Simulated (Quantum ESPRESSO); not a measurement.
# Magnetic state of Sr2Fe2S2OF2 from several starts

Does Sr2Fe2S2OF2 prefer parallel or opposed moments?

Main program and level: Quantum ESPRESSO 7.5; LDA with U = 4.5 eV on Fe d (ortho-atomic projectors); plane waves with GBRV 1.5 LDA potentials, no spin-orbit coupling.

### 1. The starting structure

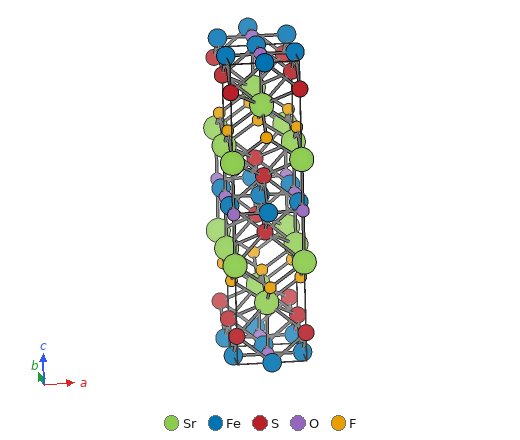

The cell as given, slightly off an axis (strontium green, iron blue, sulfur red, oxygen purple, fluorine orange). 1×2×1 cells are drawn. This picture shows the conventional cell, with its axes. Some periodic images of atoms are drawn too.

The cell comes from the Crystallography Open Database.

### 2. Start 1: ferro ++

The signs are those of the starting moments on the seeded atoms, the atoms that are given a moment.

Input file pw.in:

```
&CONTROL
  calculation = 'scf'
  prefix = 'pwscf'
  outdir = './tmp'
  pseudo_dir = './pseudo'
  disk_io = 'nowf'
/
&SYSTEM
  ibrav = 0
  nat = 9
  ntyp = 5
  ecutwfc = 40
  ecutrho = 280
  nbnd = 59
  occupations = 'smearing'
  smearing = 'fd'
  degauss = 0.00367493
  nspin = 2
  starting_magnetization(1) = 0
  starting_magnetization(2) = 0.25
  starting_magnetization(3) = 0
  starting_magnetization(4) = 0
  starting_magnetization(5) = 0
/
&ELECTRONS
  conv_thr = 1.8d-08
  electron_maxstep = 150
  mixing_beta = 0.3
/
ATOMIC_SPECIES
Sr     87.6200 sr_lda_v1.uspp.F.UPF
Fe     55.8450 fe_lda_v1.5.uspp.F.UPF
S      32.0600 s_lda_v1.4.uspp.F.UPF
O      15.9990 o_lda_v1.2.uspp.F.UPF
F      18.9984 f_lda_v1.4.uspp.F.UPF
CELL_PARAMETERS angstrom
  -2.0200000000    2.0200000000    8.9990000000
   2.0200000000   -2.0200000000    8.9990000000
   2.0200000000    2.0200000000   -8.9990000000
ATOMIC_POSITIONS crystal
Sr      0.6710000000    0.6710000000    0.0000000000
Sr      0.3290000000    0.3290000000    0.0000000000
Fe      0.0000000000    0.5000000000    0.5000000000
Fe      0.5000000000    0.0000000000    0.5000000000
S       0.0938100000    0.0938100000    0.0000000000
S       0.9061900000    0.9061900000    0.0000000000
O       0.5000000000    0.5000000000    0.0000000000
F       0.2500000000    0.7500000000    0.5000000000
F       0.7500000000    0.2500000000    0.5000000000
K_POINTS automatic
8 8 8 0 0 0
HUBBARD {ortho-atomic}
U Fe-3d 4.5000
```

Command:

```
OMP_NUM_THREADS=1 mpirun -n 4 pw.x -nk 4 -in pw.in > pw.out
```

What it wrote:

```text
Program PWSCF v.7.5 starts

     Message from routine setup:
     using ibrav=0 with symmetry is DISCOURAGED, use correct ibrav instead

     K-points division:     npool     =       4
     Subspace diagonalization in iterative solution of the eigenvalue problem:

     G-vector sticks info
     --------------------
     sticks:   dense  smooth     PW     G-vecs:    dense   smooth      PW
     Sum        4087    2333    813                78531    33817    7001

     Using Slab Decomposition

     bravais-lattice index     =            0
     lattice parameter (alat)  =      17.8419  a.u.
     unit-cell volume          =     991.1824 (a.u.)^3
     number of atoms/cell      =            9
     number of atomic types    =            5
     number of electrons       =        84.00
     number of Kohn-Sham states=           59
     kinetic-energy cutoff     =      40.0000  Ry
     charge density cutoff     =     280.0000  Ry
     scf convergence threshold =      1.8E-08
     mixing beta               =       0.3000
     number of iterations used =            8  plain     mixing
     Exchange-correlation=  SLA  PZ   NOGX NOGC
                           (   1   1   0   0   0   0   0)
     Hubbard projectors: ortho-atomic
     Hubbard parameters of DFT+U (Dudarev formulation) in eV:
     U(Fe-3d) =  4.5000

     Internal variables: lda_plus_u =T, lda_plus_u_kind = 0

     Internal variables: orbital_resolved =F, hub_pot_fix =F, apply_U = F

     celldm(1)=  17.841937  celldm(2)=   0.000000  celldm(3)=   0.000000
     celldm(4)=   0.000000  celldm(5)=   0.000000  celldm(6)=   0.000000

     crystal axes: (cart. coord. in units of alat)
               a(1) = (  -0.213948   0.213948   0.953128 )
               a(2) = (   0.213948  -0.213948   0.953128 )
               a(3) = (   0.213948   0.213948  -0.953128 )

     reciprocal axes: (cart. coord. in units 2 pi/alat)
               b(1) = (  0.000000  2.337016  0.524589 )
               b(2) = (  2.337016  0.000000  0.524589 )
               b(3) = (  2.337016  2.337016  0.000000 )

     PseudoPot. # 1 for Sr read from file:
     sr_lda_v1.uspp.F.UPF
     Pseudo is Ultrasoft + core correction, Zval = 10.0
     Generated by new atomic code, or converted to UPF format
     Using radial grid of  883 points,  6 beta functions with:
                l(1) =   0
                l(2) =   0
                l(3) =   1
                l(4) =   1
                l(5) =   2
                l(6) =   2
     Q(r) pseudized with  6 coefficients,  rinner =    1.400   1.400   1.400
                                                       1.400   1.400

     PseudoPot. # 2 for Fe read from file:
     fe_lda_v1.5.uspp.F.UPF
     Pseudo is Ultrasoft + core correction, Zval = 16.0
     Generated by new atomic code, or converted to UPF format
     Using radial grid of  861 points,  6 beta functions with:
                l(1) =   0
                l(2) =   0
                l(3) =   1
                l(4) =   1
                l(5) =   2
                l(6) =   2
     Q(r) pseudized with  8 coefficients,  rinner =    1.000   1.000   1.000
                                                       1.000   1.000

     PseudoPot. # 3 for S  read from file:
     s_lda_v1.4.uspp.F.UPF
     Pseudo is Ultrasoft + core correction, Zval =  6.0
     Generated by new atomic code, or converted to UPF format
     Using radial grid of  907 points,  6 beta functions with:
                l(1) =   0
                l(2) =   0
                l(3) =   1
                l(4) =   1
                l(5) =   2
                l(6) =   2
     Q(r) pseudized with  8 coefficients,  rinner =    1.300   1.300   1.300
                                                       1.300   1.300

     PseudoPot. # 4 for O  read from file:
     o_lda_v1.2.uspp.F.UPF
     Pseudo is Ultrasoft + core correction, Zval =  6.0
     Generated by new atomic code, or converted to UPF format
     Using radial grid of  737 points,  5 beta functions with:
                l(1) =   0
                l(2) =   0
                l(3) =   1
                l(4) =   1
                l(5) =   2
     Q(r) pseudized with  8 coefficients,  rinner =    0.900   0.900   0.900
                                                       0.900   0.900

     PseudoPot. # 5 for F  read from file:
     f_lda_v1.4.uspp.F.UPF
     Pseudo is Ultrasoft, Zval =  7.0
     Generated by new atomic code, or converted to UPF format
     Using radial grid of  799 points,  4 beta functions with:
                l(1) =   0
                l(2) =   0
                l(3) =   1
                l(4) =   1
     Q(r) pseudized with  8 coefficients,  rinner =    0.950   0.950   0.950

     atomic species   valence    mass     pseudopotential
     Sr               10.00    87.62000     Sr( 1.00)
     Fe               16.00    55.84500     Fe( 1.00)
     S                 6.00    32.06000     S ( 1.00)
     O                 6.00    15.99900     O ( 1.00)
     F                 7.00    18.99840     F ( 1.00)

     Starting magnetic structure
     atomic species   magnetization
     Sr              0.000
     Fe              0.250
     S               0.000
     O               0.000
     F               0.000

     16 Sym. Ops., with inversion, found

   Cartesian axes

     site n.     atom                  positions (alat units)
         1        Sr     tau(   1) = (  -0.0000000   0.0000000   1.2790974  )
         2        Sr     tau(   2) = (  -0.0000000   0.0000000   0.6271581  )
         3        Fe     tau(   3) = (   0.2139480   0.0000000   0.0000000  )
         4        Fe     tau(   4) = (   0.0000000   0.2139480   0.0000000  )
         5        S      tau(   5) = (  -0.0000000   0.0000000   0.1788258  )
         6        S      tau(   6) = (  -0.0000000   0.0000000   1.7274297  )
         7        O      tau(   7) = (   0.0000000   0.0000000   0.9531277  )
         8        F      tau(   8) = (   0.2139480   0.0000000   0.4765639  )
         9        F      tau(   9) = (   0.0000000   0.2139480   0.4765639  )

     number of k points=    59  Fermi-Dirac smearing, width (Ry)=  0.0037
                       cart. coord. in units 2pi/alat
        k(    1) = (   0.0000000   0.0000000   0.0000000), wk =   0.0019531
        k(    2) = (   0.2921271   0.2921271   0.0000000), wk =   0.0078125
        k(    3) = (   0.5842541   0.5842541   0.0000000), wk =   0.0078125
        k(    4) = (   0.8763812   0.8763812   0.0000000), wk =   0.0078125
        k(    5) = (  -1.1685082  -1.1685082   0.0000000), wk =   0.0039062
        [... 54 further k-points ...]

     Dense  grid:    78531 G-vectors     FFT dimensions: (  96,  96,  96)

     Smooth grid:    33817 G-vectors     FFT dimensions: (  72,  72,  72)

     Check: negative core charge=   -0.000018
     Generating pointlists ...
     new r_m :   0.1079 (alat units)  1.9256 (a.u.) for type    1
     new r_m :   0.0883 (alat units)  1.5746 (a.u.) for type    2
     new r_m :   0.1150 (alat units)  2.0522 (a.u.) for type    3
     new r_m :   0.0883 (alat units)  1.5746 (a.u.) for type    4
     new r_m :   0.1079 (alat units)  1.9256 (a.u.) for type    5

     Initial potential from superposition of free atoms

     starting charge      81.9458, renormalised to      84.0000

     negative rho (up, down):  6.508E-02 6.508E-02

     STARTING HUBBARD OCCUPATIONS:

     =================== HUBBARD OCCUPATIONS ===================
     ------------------------ ATOM    3 ------------------------
     Tr[ns(  3)] (up, down, total) =   5.00000  0.00000  5.00000
     Atomic magnetic moment for atom   3 =   5.00000
     [... lines left out ...]
     ------------------------ ATOM    4 ------------------------
     Tr[ns(  4)] (up, down, total) =   5.00000  0.00000  5.00000
     Atomic magnetic moment for atom   4 =   5.00000
     [... lines left out ...]
     Number of occupied Hubbard levels =   10.0000

     Atomic wfc used for Hubbard projectors are orthogonalized

     Starting wfcs are   72 randomized atomic wfcs

     Self-consistent Calculation

     iteration #  1     ecut=    40.00 Ry     beta= 0.30
     Davidson diagonalization with overlap
     ethr =  1.00E-02,  avg # of iterations =  5.7

     =================== HUBBARD OCCUPATIONS ===================
     ------------------------ ATOM    3 ------------------------
     Tr[ns(  3)] (up, down, total) =   4.95759  4.65536  9.61295
     Atomic magnetic moment for atom   3 =   0.30223
     [... lines left out ...]
     ------------------------ ATOM    4 ------------------------
     Tr[ns(  4)] (up, down, total) =   4.95759  4.65536  9.61295
     Atomic magnetic moment for atom   4 =   0.30223
     [... lines left out ...]
     Number of occupied Hubbard levels =   19.2259

     negative rho (up, down):  6.401E-02 6.402E-02

     total energy              =    -785.65382626 Ry
     estimated scf accuracy    <      74.99343898 Ry

     total magnetization       =     0.64 Bohr mag/cell
     absolute magnetization    =     1.66 Bohr mag/cell

     iteration #  2     ecut=    40.00 Ry     beta= 0.30
     Davidson diagonalization with overlap
     ethr =  1.00E-02,  avg # of iterations =  7.7

     negative rho (up, down):  6.340E-02 6.341E-02

     total energy              =    -793.49848002 Ry
     estimated scf accuracy    <     494.77220223 Ry

     total magnetization       =     0.09 Bohr mag/cell
     absolute magnetization    =     0.26 Bohr mag/cell

     iteration #  3     ecut=    40.00 Ry     beta= 0.30
     Davidson diagonalization with overlap
     ethr =  1.00E-02,  avg # of iterations =  7.8

     negative rho (up, down):  6.324E-02 6.325E-02

     total energy              =    -819.24224626 Ry
     estimated scf accuracy    <       8.40700480 Ry

     total magnetization       =     5.22 Bohr mag/cell
     absolute magnetization    =     5.29 Bohr mag/cell

     [... further iterations left out ...]

     iteration # 17     ecut=    40.00 Ry     beta= 0.30
     Davidson diagonalization with overlap
     ethr =  6.93E-10,  avg # of iterations =  2.1

     negative rho (up, down):  6.604E-02 6.600E-02

     total energy              =    -819.27039935 Ry
     estimated scf accuracy    <       0.00000032 Ry

     total magnetization       =     8.00 Bohr mag/cell
     absolute magnetization    =     8.02 Bohr mag/cell

     iteration # 18     ecut=    40.00 Ry     beta= 0.30
     Davidson diagonalization with overlap
     ethr =  3.82E-10,  avg # of iterations =  2.2

     negative rho (up, down):  6.604E-02 6.600E-02

     total energy              =    -819.27039960 Ry
     estimated scf accuracy    <       0.00000016 Ry

     total magnetization       =     8.00 Bohr mag/cell
     absolute magnetization    =     8.02 Bohr mag/cell

     iteration # 19     ecut=    40.00 Ry     beta= 0.30
     Davidson diagonalization with overlap
     ethr =  1.88E-10,  avg # of iterations =  2.1

     negative rho (up, down):  6.604E-02 6.600E-02

     total energy              =    -819.27039968 Ry
     estimated scf accuracy    <       0.00000007 Ry

     total magnetization       =     8.00 Bohr mag/cell
     absolute magnetization    =     8.02 Bohr mag/cell

     iteration # 20     ecut=    40.00 Ry     beta= 0.30
     Davidson diagonalization with overlap
     ethr =  8.65E-11,  avg # of iterations =  2.6

     negative rho (up, down):  6.604E-02 6.600E-02

     Magnetic moment per site  (integrated on atomic sphere of radius R)
     atom   1 (R=0.108)  charge=  7.0347  magn=  0.0061
     atom   2 (R=0.108)  charge=  7.0347  magn=  0.0061
     atom   3 (R=0.088)  charge= 13.2400  magn=  3.3242
     atom   4 (R=0.088)  charge= 13.2400  magn=  3.3242
     atom   5 (R=0.115)  charge=  4.7035  magn=  0.1339
     atom   6 (R=0.115)  charge=  4.7035  magn=  0.1339
     atom   7 (R=0.088)  charge=  5.5550  magn=  0.2149
     atom   8 (R=0.108)  charge=  7.1956  magn=  0.0032
     atom   9 (R=0.108)  charge=  7.1956  magn=  0.0032

     End of self-consistent calculation

     =================== HUBBARD OCCUPATIONS ===================
     ------------------------ ATOM    3 ------------------------
     Tr[ns(  3)] (up, down, total) =   4.91744  1.25497  6.17242
     Atomic magnetic moment for atom   3 =   3.66247
     [... lines left out ...]
     ------------------------ ATOM    4 ------------------------
     Tr[ns(  4)] (up, down, total) =   4.91744  1.25497  6.17242
     Atomic magnetic moment for atom   4 =   3.66247
     [... lines left out ...]
     Number of occupied Hubbard levels =   12.3448

     Number of k-points >= 100: set verbosity='high' to print the bands.

     the Fermi energy is     9.1766 ev

!    total energy              =    -819.27039979 Ry
     estimated scf accuracy    <       0.00000002 Ry
     smearing contrib. (-TS)   =      -0.00000009 Ry
     internal energy E=F+TS    =    -819.27039971 Ry

     The total energy is F=E-TS. E is the sum of the following terms:
     one-electron contribution =    -554.12133155 Ry
     hartree contribution      =     314.86827016 Ry
     xc contribution           =    -136.91748905 Ry
     ewald contribution        =    -443.24765987 Ry
     Hubbard energy            =       0.14781061 Ry

     total magnetization       =     8.00 Bohr mag/cell
     absolute magnetization    =     8.02 Bohr mag/cell

     convergence has been achieved in  20 iterations

=------------------------------------------------------------------------------=
   JOB DONE.
=------------------------------------------------------------------------------=
```

Wall time 14 min (4 MPI ranks of Arm Neoverse V2, shared host); peak memory 1.6 GiB; 56 min of CPU time.

Spin moment in the atom's sphere by atom:

| atom | spin moment in the atom's sphere (μB) |
| --- | --- |
| Sr1 | 0.01 |
| Sr2 | 0.01 |
| Fe3 | 3.32 |
| Fe4 | 3.32 |
| S5 | 0.13 |
| S6 | 0.13 |
| O7 | 0.21 |
| F8 | 0.00 |
| F9 | 0.00 |

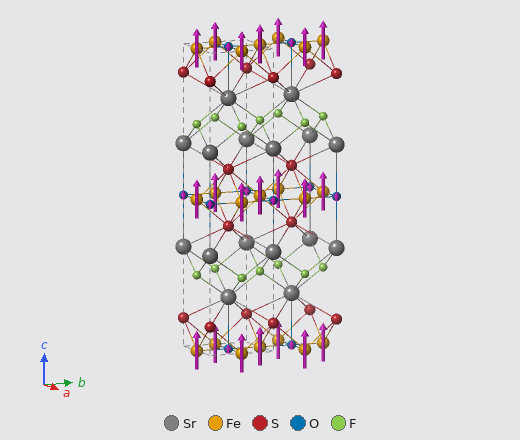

Spin moment in the atom's sphere as arrows, the longest 3.32 μB. Up and down stand for the sign. Arrows give size and sign along the axis of quantisation, drawn up and down the page. Each arrow also spans its atom, so small moments look longer than they are. 1×2×1 conventional cells are drawn. Some periodic images of atoms are drawn too.

Numbers from this step:

* smearing term TS: 1.19e-6 eV
* magnetization: 8 μB
* absolute magnetization: 8.024 μB
* final state: ferromagnetic

[end of part 1 of 2]

[Logs and program files are shortened in this print: banners, set-up blocks, solver, clock and traceback lines can be left out without a mark of their own.]

[Logs are printed without paths, hosts, clocks, repeated set-up lines and the standing remarks that a program may print on its own settings, such as how far it seeks lower states.]

[Hosts, paths, dates, database ids (printed as entryN), source tags and the programs' standing remarks are cut or masked in the printed files.]

[Where a cell is said to come from a database of computed structures, the database is the Materials Project.]
